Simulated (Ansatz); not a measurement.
**Si: energy and stress against strain**

This session takes Si and sets out to see how energy and stress answer to the strain pattern (0, 1, 0, 0, 0, 0).

Program: Ansatz 0.2.0. Level of theory: DFT LDA, scalar-relativistic, plane waves, PAW. These are calculated values, not measurements.

## Step 1: The system as given

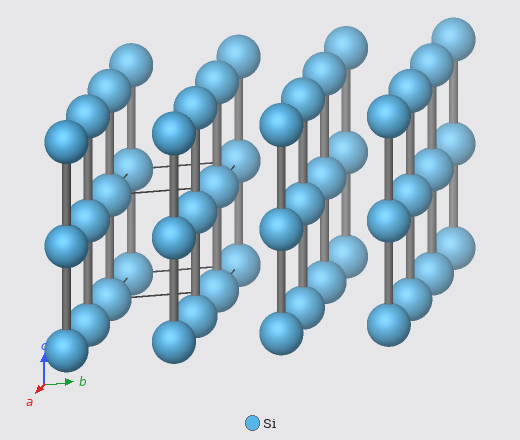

The starting structure, seen slightly off an axis (silicon blue). 3×3×2 cells are drawn. Atoms on the faces are drawn again on the opposite ones.

Structure file:

```
CELL_PARAMETERS angstrom
2.62054 0.00000 0.00000
-1.31027 2.26946 0.00000
0.00000 0.00000 2.46635
ATOMIC_POSITIONS crystal
Si 0.00000 0.00000 0.00000
```

It goes back to an entry of the Materials Project, which need not be the stable form.

The cell is taken as given, not relaxed at this level.

## Step 2: The reference cell

The reference gives a free energy of -608.4280 eV, pressure -0.84 GPa, largest force 0.000 eV/Å and gap on the mesh none (metal). It was computed beforehand with the settings of the runs below.

## Step 3: The scan: energy and stress against strain

The cell is strained by ε times the Voigt pattern (0, 1, 0, 0, 0, 0) (xx, yy, zz, yz, xz, xy; engineering shear), with fractional coordinates fixed (clamped ions). The stress on the pattern is the sum of the stress components weighted by it, tension positive.

## Step 4: At ε = -0.1500

Input file input.yaml:

```yaml
crystal:
  lattice:
    - [2.6205428149, 0.0, 0.0]
    - [-1.3102714075, 1.929038152, 0.0]
    - [0.0, 0.0, 2.46635439]
  atoms:
    - { symbol: Si, position: [0.0, 0.0, 0.0] }
basis:
  ecutwfc: 420
kpoints:
  mp_grid: { grid: [24, 24, 20] }
hamiltonian:
  xc: lda
scf:
  occupations: { method: gaussian, width: 0.15 }
output:
  forces: true
  stress: true
  eigenvalues: true
```

Launch:

```
ansatz run input.yaml --threads 1 --pin off --max-ram 2560MiB --backend cpu --events-out ev --progress --plain --runs-dir out
```

The program printed, cut to the lines that bear on the results:

```text
Warning: RAYON_NUM_THREADS=1 ignored (pool sized by the plan → 1); use --threads N
[...]
Pseudopotentials: kind: paw
Pseudopotential: Si, paw, valence charge 4, recommended cutoff 420 eV (normal), Si.paw.azcp
Functional definition: SPW92
[...]
Crystal: 1 atoms, lattice volume = 12.468 Å³
Basis set: ecut = 420 eV, 239 PW (Γ)
Bands: 6, of which v1, the nominal top of the filled ones, is band 2 counted from 1 (1 counted from 0)
Symmetry: 8 space group operations
Space group: Cmmm (ITA 65), of the structure as read, at distance tolerance 2.3e-5 Å
k-points: 1727 of 11520
[...]
SCF iter   1: F=—  HF=-608.148040 eV  |F-HF|=—  |Δ(HF+E_count)|=         —  Δρ=6.47e-3  dr2=4.49e-3  ethr=1.77e-3  ⟨swp⟩=5.2  Hψ=99355  notcnv=0
[...]
SCF iter   6: F=-608.146126 eV  HF=-608.146126 eV  |F-HF|=2.27e-13  |Δ(HF+E_count)|=   1.74e-9  Δρ=1.18e-7  dr2=1.09e-12  ethr=1.10e-10  ⟨swp⟩=1.9  Hψ=31758  notcnv=0
[...]
SCF converged after 6 iterations
Free energy (F): -608.146126 eV
[...]
E sigma→0 (E₀):  -608.144123 eV
Entropy (-TS):   -0.004007 eV (-4.007 meV/atom)
Fermi energy:    12.279763 eV
[...]
--- Forces (eV/Å), atoms counted from 1 ---
  atom   1  Si    -0.00000000    -0.00000000     0.00000000
[...]
--- Stress (GPa, compression-positive) ---
       28.960805      -0.000000       0.000000
       -0.000000      51.840902      -0.000000
        0.000000      -0.000000       8.323910
  P = ⅓ Tr σ = 29.7085 GPa (297.085 kbar)
--- Band table (eV; the first three rows and the last of 1727) ---
  k-point 0: bands = ["-3.3335", "18.7383", "18.8557", "23.3634", "24.4470", "26.1719"]
[...]
```

Wall time 27 s (1 thread of AMD EPYC (Zen 3), shared host); peak memory 0.47 GiB.

## Step 5: At ε = 0.1125

input.yaml: that of step 4 with these lines changed.

```diff
@@ -3,3 +3,3 @@
     - [2.6205428149, 0.0, 0.0]
-    - [-1.3102714075, 1.929038152, 0.0]
+    - [-1.3102714075, 2.5247705224, 0.0]
     - [0.0, 0.0, 2.46635439]
@@ -19 +19,5 @@
   eigenvalues: true
+  write_density: true
+  write_potential: true
+  elf: true
+  volumetric_format: npy
```

Launch:

```
ansatz run input.yaml --threads 1 --pin off --max-ram 2560MiB --backend cpu --events-out ev --progress --plain --runs-dir out
```

The program printed, cut to the lines that bear on the results:

```text
Warning: RAYON_NUM_THREADS=1 ignored (pool sized by the plan → 1); use --threads N
[...]
[... 3 set-up lines as earlier in the session ...]
[...]
Crystal: 1 atoms, lattice volume = 16.318 Å³
Basis set: ecut = 420 eV, 321 PW (Γ)
Bands: 6, of which v1, the nominal top of the filled ones, is band 2 counted from 1 (1 counted from 0)
[... 1 set-up line as earlier in the session ...]
Space group: Cmmm (ITA 65), of the structure as read, at distance tolerance 2.5e-5 Å
k-points: 1727 of 11520
[...]
SCF iter   1: F=—  HF=-608.351952 eV  |F-HF|=—  |Δ(HF+E_count)|=         —  Δρ=4.36e-3  dr2=2.63e-3  ethr=1.77e-3  ⟨swp⟩=5.1  Hψ=97675  notcnv=0
[...]
SCF iter   6: F=-608.350869 eV  HF=-608.350869 eV  |F-HF|=2.27e-13  |Δ(HF+E_count)|=   2.72e-9  Δρ=1.03e-7  dr2=7.40e-13  ethr=1.65e-10  ⟨swp⟩=4.4  Hψ=42369  notcnv=0
[...]
SCF converged after 6 iterations
Free energy (F): -608.350869 eV
[...]
E sigma→0 (E₀):  -608.348777 eV
Entropy (-TS):   -0.004184 eV (-4.184 meV/atom)
Fermi energy:    8.648097 eV
[...]
--- Forces (eV/Å), atoms counted from 1 ---
  atom   1  Si    -0.00000000     0.00000000    -0.00000000
[...]
--- Stress (GPa, compression-positive) ---
       -8.990354       0.000000       0.000000
        0.000000     -12.730100       0.000000
        0.000000       0.000000      -4.535577
  P = ⅓ Tr σ = -8.7520 GPa (-87.520 kbar)
--- Band table (eV; the first three rows and the last of 1727) ---
  k-point 0: bands = ["-4.5310", "15.5315", "16.3748", "17.4005", "18.0394", "18.4909"]
[...]
```

Run time: 47 s. Hardware: 1 thread of AMD EPYC (Zen 3), shared host; peak memory 0.5 GiB.

Axes a, b and c in the maps are those of this run's conventional cell (a, b, c = 2.621, 5.050, 2.466 Å).

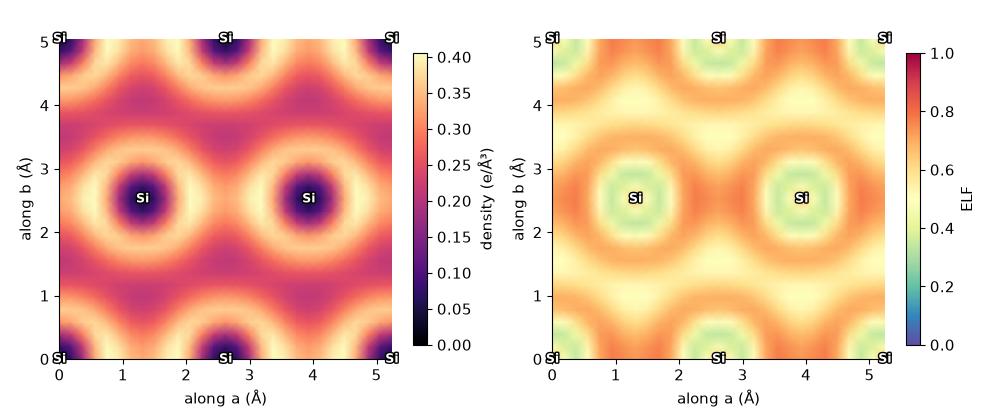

Density (left) and ELF (right) in a lattice plane of the grid's cell (edges 2.62 and 5.05 Å, at 0.000 of the third edge), which holds Si. Only atoms in the plane are labelled. Both are smooth fields of the valence electrons: close to the nuclei they are not physical.

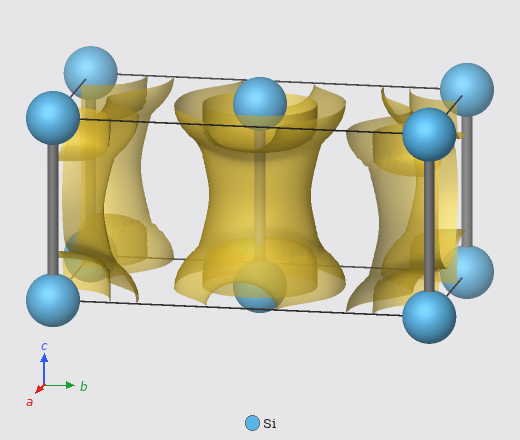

Surface of ELF = 0.64, drawn in one cell.

Maxima of ELF outside the ion cores: 0.89 on the Si–Si line, 1.1 Å from Si; 0.70 in the shell around Si, 1.0 Å from Si.

## Step 6: At ε = -0.0750

input.yaml: that of step 5 with these lines changed.

```diff
@@ -3,3 +3,3 @@
     - [2.6205428149, 0.0, 0.0]
-    - [-1.3102714075, 2.5247705224, 0.0]
+    - [-1.3102714075, 2.0992474007, 0.0]
     - [0.0, 0.0, 2.46635439]
@@ -19,5 +19 @@
   eigenvalues: true
-  write_density: true
-  write_potential: true
-  elf: true
-  volumetric_format: npy
```

Launch:

```
ansatz run input.yaml --threads 1 --pin off --max-ram 2560MiB --backend cpu --events-out ev --progress --plain --runs-dir out
```

The program printed, cut to the lines that bear on the results:

```text
Warning: RAYON_NUM_THREADS=1 ignored (pool sized by the plan → 1); use --threads N
[...]
[... 3 set-up lines as earlier in the session ...]
[...]
Crystal: 1 atoms, lattice volume = 13.568 Å³
Basis set: ecut = 420 eV, 259 PW (Γ)
Bands: 6, of which v1, the nominal top of the filled ones, is band 2 counted from 1 (1 counted from 0)
[... 1 set-up line as earlier in the session ...]
Space group: Cmmm (ITA 65), of the structure as read, at distance tolerance 2.4e-5 Å
k-points: 1727 of 11520
[...]
SCF iter   1: F=—  HF=-608.375752 eV  |F-HF|=—  |Δ(HF+E_count)|=         —  Δρ=5.71e-3  dr2=3.98e-3  ethr=1.77e-3  ⟨swp⟩=5.1  Hψ=97511  notcnv=0
[...]
SCF iter   6: F=-608.373980 eV  HF=-608.373980 eV  |F-HF|=3.41e-13  |Δ(HF+E_count)|=  6.87e-10  Δρ=8.48e-8  dr2=6.15e-13  ethr=4.37e-11  ⟨swp⟩=1.7  Hψ=31676  notcnv=0
[...]
SCF converged after 6 iterations
Free energy (F): -608.373980 eV
[...]
E sigma→0 (E₀):  -608.371831 eV
Entropy (-TS):   -0.004297 eV (-4.297 meV/atom)
Fermi energy:    11.107914 eV
[...]
--- Forces (eV/Å), atoms counted from 1 ---
  atom   1  Si    -0.00000000     0.00000000     0.00000000
[...]
--- Stress (GPa, compression-positive) ---
       10.956493      -0.000000       0.000000
       -0.000000      18.164454       0.000000
        0.000000       0.000000       1.357503
  P = ⅓ Tr σ = 10.1595 GPa (101.595 kbar)
--- Band table (eV; the first three rows and the last of 1727) ---
  k-point 0: bands = ["-3.7173", "18.2280", "18.3434", "22.1351", "22.7440", "23.4899"]
[...]
```

It took 32 s on 1 thread of AMD EPYC (Zen 3), shared host; peak memory 0.49 GiB.

## Step 7: At ε = 0.0375

input.yaml: that of step 6 with these lines changed.

```diff
@@ -3,3 +3,3 @@
     - [2.6205428149, 0.0, 0.0]
-    - [-1.3102714075, 2.0992474007, 0.0]
+    - [-1.3102714075, 2.3545612737, 0.0]
     - [0.0, 0.0, 2.46635439]
```

Launch:

```
ansatz run input.yaml --threads 1 --pin off --max-ram 2560MiB --backend cpu --events-out ev --progress --plain --runs-dir out
```

The program printed, cut to the lines that bear on the results:

```text
Warning: RAYON_NUM_THREADS=1 ignored (pool sized by the plan → 1); use --threads N
[...]
[... 3 set-up lines as earlier in the session ...]
[...]
Crystal: 1 atoms, lattice volume = 15.218 Å³
Basis set: ecut = 420 eV, 295 PW (Γ)
Bands: 6, of which v1, the nominal top of the filled ones, is band 2 counted from 1 (1 counted from 0)
[... 2 set-up lines as earlier in the session ...]
k-points: 1727 of 11520
[...]
SCF iter   1: F=—  HF=-608.418085 eV  |F-HF|=—  |Δ(HF+E_count)|=         —  Δρ=4.79e-3  dr2=3.07e-3  ethr=1.77e-3  ⟨swp⟩=5.0  Hψ=97106  notcnv=0
[...]
SCF iter   6: F=-608.416694 eV  HF=-608.416694 eV  |F-HF|=7.96e-13  |Δ(HF+E_count)|=   1.27e-9  Δρ=1.21e-7  dr2=1.99e-12  ethr=7.44e-11  ⟨swp⟩=1.4  Hψ=31627  notcnv=0
[...]
SCF converged after 6 iterations
Free energy (F): -608.416694 eV
[...]
E sigma→0 (E₀):  -608.414613 eV
Entropy (-TS):   -0.004163 eV (-4.163 meV/atom)
Fermi energy:    9.564518 eV
[...]
--- Forces (eV/Å), atoms counted from 1 ---
  atom   1  Si     0.00000000     0.00000000     0.00000000
[...]
--- Stress (GPa, compression-positive) ---
       -4.421821       0.000000       0.000000
        0.000000      -5.661619       0.000000
        0.000000       0.000000      -2.875304
  P = ⅓ Tr σ = -4.3196 GPa (-43.196 kbar)
--- Band table (eV; the first three rows and the last of 1727) ---
  k-point 0: bands = ["-4.2183", "17.2184", "17.7772", "18.6005", "19.4485", "20.8672"]
[...]
```

It took 32 s on 1 thread of AMD EPYC (Zen 3), shared host; peak memory 0.5 GiB.

## Step 8: At ε = 0.1500

input.yaml: that of step 7 with these lines changed.

```diff
@@ -3,3 +3,3 @@
     - [2.6205428149, 0.0, 0.0]
-    - [-1.3102714075, 2.3545612737, 0.0]
+    - [-1.3102714075, 2.6098751468, 0.0]
     - [0.0, 0.0, 2.46635439]
```

Launch:

```
ansatz run input.yaml --threads 1 --pin off --max-ram 2560MiB --backend cpu --events-out ev --progress --plain --runs-dir out
```

The program printed, cut to the lines that bear on the results:

```text
[...]
SCF converged after 6 iterations
Free energy (F): -608.303971 eV
[...]
E sigma→0 (E₀):  -608.301773 eV
Entropy (-TS):   -0.004395 eV (-4.395 meV/atom)
Fermi energy:    8.231114 eV
[...]
--- Forces (eV/Å), atoms counted from 1 ---
  atom   1  Si     0.00000000     0.00000000     0.00000000
[...]
--- Stress (GPa, compression-positive) ---
      -10.836644       0.000000       0.000000
        0.000000     -14.450672       0.000000
        0.000000       0.000000      -4.948976
  P = ⅓ Tr σ = -10.0788 GPa (-100.788 kbar)
--- Band table (eV; the first three rows and the last of 1727) ---
  k-point 0: bands = ["-4.6856", "14.1615", "15.8113", "17.2100", "17.4240", "17.5895"]
[...]
```

Wall time 38 s (1 thread of AMD EPYC (Zen 3), shared host); peak memory 0.52 GiB.

## Step 9: At ε = -0.1125

input.yaml: that of step 8 with these lines changed.

```diff
@@ -3,3 +3,3 @@
     - [2.6205428149, 0.0, 0.0]
-    - [-1.3102714075, 2.6098751468, 0.0]
+    - [-1.3102714075, 2.0141427763, 0.0]
     - [0.0, 0.0, 2.46635439]
```

Launch:

```
ansatz run input.yaml --threads 1 --pin off --max-ram 2560MiB --backend cpu --events-out ev --progress --plain --runs-dir out
```

The program printed, cut to the lines that bear on the results:

```text
Warning: RAYON_NUM_THREADS=1 ignored (pool sized by the plan → 1); use --threads N
[...]
[... 3 set-up lines as earlier in the session ...]
[...]
Crystal: 1 atoms, lattice volume = 13.018 Å³
Basis set: ecut = 420 eV, 239 PW (Γ)
Bands: 6, of which v1, the nominal top of the filled ones, is band 2 counted from 1 (1 counted from 0)
[... 2 set-up lines as earlier in the session ...]
k-points: 1727 of 11520
[...]
SCF iter   1: F=—  HF=-608.290427 eV  |F-HF|=—  |Δ(HF+E_count)|=         —  Δρ=6.12e-3  dr2=4.30e-3  ethr=1.77e-3  ⟨swp⟩=5.2  Hψ=98450  notcnv=0
[...]
SCF iter   6: F=-608.288555 eV  HF=-608.288555 eV  |F-HF|=3.41e-13  |Δ(HF+E_count)|=  8.76e-10  Δρ=9.95e-8  dr2=7.13e-13  ethr=5.89e-11  ⟨swp⟩=2.0  Hψ=31633  notcnv=0
the search or the solves at the SCF's close seem to have found levels that the self-consistency loop had missed (the run counts 1). By its estimate they hold under 1e-12 electrons; where the run keeps them, the occupations were computed again with them
[...]
SCF converged after 6 iterations
Free energy (F): -608.288555 eV
[...]
E sigma→0 (E₀):  -608.286496 eV
Entropy (-TS):   -0.004118 eV (-4.118 meV/atom)
Fermi energy:    11.682204 eV
[...]
--- Forces (eV/Å), atoms counted from 1 ---
  atom   1  Si     0.00000000     0.00000000     0.00000000
[...]
--- Stress (GPa, compression-positive) ---
       18.466413      -0.000000       0.000000
       -0.000000      32.073730       0.000000
        0.000000       0.000000       5.237869
  P = ⅓ Tr σ = 18.5927 GPa (185.927 kbar)
--- Band table (eV; the first three rows and the last of 1727) ---
  k-point 0: bands = ["-3.5326", "18.5377", "18.5426", "23.0299", "23.2289", "24.9019"]
[...]
```

Run time: 51 s. Hardware: 1 thread of AMD EPYC (Zen 3), shared host; peak memory 0.48 GiB.

## Step 10: Point ε = 0.0750

input.yaml: that of step 9 with these lines changed.

```diff
@@ -3,3 +3,3 @@
     - [2.6205428149, 0.0, 0.0]
-    - [-1.3102714075, 2.0141427763, 0.0]
+    - [-1.3102714075, 2.4396658981, 0.0]
     - [0.0, 0.0, 2.46635439]
```

Launch:

```
ansatz run input.yaml --threads 1 --pin off --max-ram 2560MiB --backend cpu --events-out ev --progress --plain --runs-dir out
```

The program printed, cut to the lines that bear on the results:

```text
[...]
SCF converged after 6 iterations
Free energy (F): -608.389799 eV
[...]
E sigma→0 (E₀):  -608.387820 eV
Entropy (-TS):   -0.003958 eV (-3.958 meV/atom)
Fermi energy:    9.082537 eV
[...]
--- Forces (eV/Å), atoms counted from 1 ---
  atom   1  Si     0.00000000     0.00000000    -0.00000000
[...]
--- Stress (GPa, compression-positive) ---
       -6.963410       0.000000       0.000000
        0.000000      -9.743286       0.000000
        0.000000       0.000000      -3.896673
  P = ⅓ Tr σ = -6.8678 GPa (-68.678 kbar)
--- Band table (eV; the first three rows and the last of 1727) ---
  k-point 0: bands = ["-4.3756", "16.8287", "17.0147", "17.5894", "18.7118", "19.5968"]
[...]
```

Wall time 34 s (1 thread of AMD EPYC (Zen 3), shared host); peak memory 0.51 GiB.

## Step 11: Point ε = -0.0375

input.yaml: that of step 10 with these lines changed.

```diff
@@ -3,3 +3,3 @@
     - [2.6205428149, 0.0, 0.0]
-    - [-1.3102714075, 2.4396658981, 0.0]
+    - [-1.3102714075, 2.184352025, 0.0]
     - [0.0, 0.0, 2.46635439]
```

Launch:

```
ansatz run input.yaml --threads 1 --pin off --max-ram 2560MiB --backend cpu --events-out ev --progress --plain --runs-dir out
```

The program printed, cut to the lines that bear on the results:

```text
[...]
SCF converged after 6 iterations
Free energy (F): -608.417723 eV
[...]
E sigma→0 (E₀):  -608.415705 eV
Entropy (-TS):   -0.004037 eV (-4.037 meV/atom)
Fermi energy:    10.564346 eV
[...]
--- Forces (eV/Å), atoms counted from 1 ---
  atom   1  Si     0.00000000    -0.00000000     0.00000000
[...]
--- Stress (GPa, compression-positive) ---
        4.471876      -0.000000       0.000000
       -0.000000       7.382067       0.000000
        0.000000       0.000000      -0.346627
  P = ⅓ Tr σ = 3.8358 GPa (38.358 kbar)
--- Band table (eV; the first three rows and the last of 1727) ---
  k-point 0: bands = ["-3.8912", "17.9068", "18.1531", "21.1497", "21.9187", "22.4966"]
[...]
```

It took 36 s on 1 thread of AMD EPYC (Zen 3), shared host; peak memory 0.49 GiB.

## Step 12: At ε = 0.1312

input.yaml: that of step 11 with these lines changed.

```diff
@@ -3,3 +3,3 @@
     - [2.6205428149, 0.0, 0.0]
-    - [-1.3102714075, 2.184352025, 0.0]
+    - [-1.3102714075, 2.5672093618, 0.0]
     - [0.0, 0.0, 2.46635439]
```

Launch:

```
ansatz run input.yaml --threads 1 --pin off --max-ram 2560MiB --backend cpu --events-out ev --progress --plain --runs-dir out
```

The program printed, cut to the lines that bear on the results:

```text
[...]
SCF converged after 6 iterations
Free energy (F): -608.328207 eV
[...]
E sigma→0 (E₀):  -608.326047 eV
Entropy (-TS):   -0.004319 eV (-4.319 meV/atom)
Fermi energy:    8.437445 eV
[...]
--- Forces (eV/Å), atoms counted from 1 ---
  atom   1  Si     0.00000000     0.00000000     0.00000000
[...]
--- Stress (GPa, compression-positive) ---
       -9.953751       0.000000       0.000000
        0.000000     -13.692828       0.000000
        0.000000       0.000000      -4.778199
  P = ⅓ Tr σ = -9.4749 GPa (-94.749 kbar)
--- Band table (eV; the first three rows and the last of 1727) ---
  k-point 0: bands = ["-4.6081", "14.8341", "16.1104", "17.3057", "17.7258", "18.0133"]
[...]
```

Run time: 39 s. Hardware: 1 thread of AMD EPYC (Zen 3), shared host; peak memory 0.52 GiB.

## Step 13: All points together

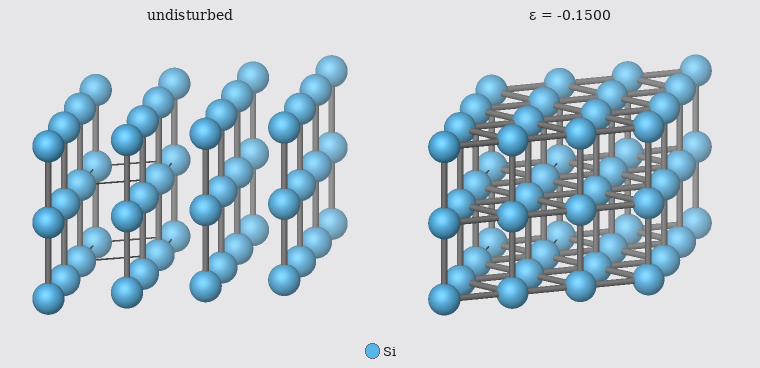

The undisturbed cell and the costliest point of the scan, at one scale, with neighbouring cells.

All points in order; energies are free energies above the reference cell:

```csv
ε,ΔE (meV/atom),stress on the pattern (GPa),pressure (GPa)
-0.1500,281.9,-51.84,29.7
-0.1125,139.5,-32.07,18.6
-0.0750,54.1,-18.16,10.2
-0.0375,10.3,-7.38,3.8
0.0000,0.0,0.68,-0.8
0.0375,11.4,5.66,-4.3
0.0750,38.2,9.74,-6.9
0.1125,77.2,12.73,-8.8
0.1312,99.8,13.69,-9.5
0.1500,124.1,14.45,-10.1
```

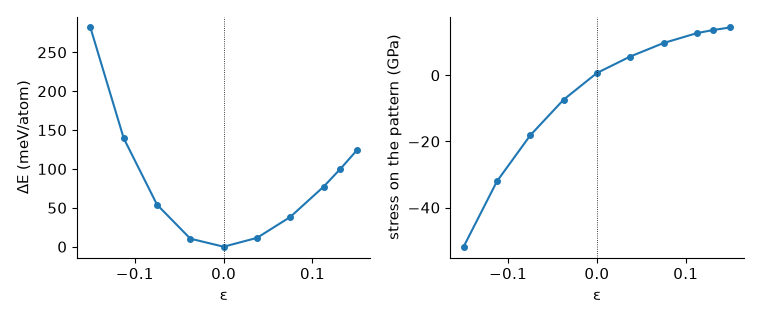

ΔE and stress on the pattern along the scan.

## Step 14: Outcome

```
                                  quantity    value
slope of the stress at ε = 0, over ±0.0375  174 GPa
```

What this shows: The slope of the stress at zero strain, 174 GPa, estimates C22 with clamped ions in this Cartesian frame. The step is wide, so higher orders mix in. The undisturbed cell stays the lowest of the sampled points. Compression costs more than tension: 281.9 against 124.1 meV/atom at the ends.
